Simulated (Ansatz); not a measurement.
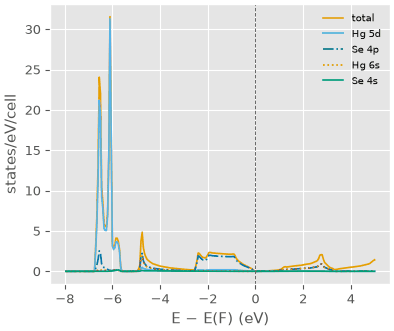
Fig. 1. Total and projected density of states of HgSe (zinc blende, space group No. 216), PBE (plane waves, PAW; program Ansatz)

Task: Which orbitals carry the states next to the Fermi level?

Result: Within 0.5 eV of the Fermi level: Se 4p 85 %, Hg 5d 11 %. Projections are on Löwdin-orthogonalised atomic valence shells; empty p or d shells of many metals are not among them.

Task: Where is the tallest occupied peak in this window, and what makes it?

Result: Near -6.1 eV, about 32 states/eV per cell; the largest projected share is Hg 5d.

Space group F-43m (zinc blende). Symmetry was held in the PBE relaxation. Scalar-relativistic: spin–orbit coupling is off unless named, which matters more the heavier the elements.

Potentials: the later of the program's two PAW sets.
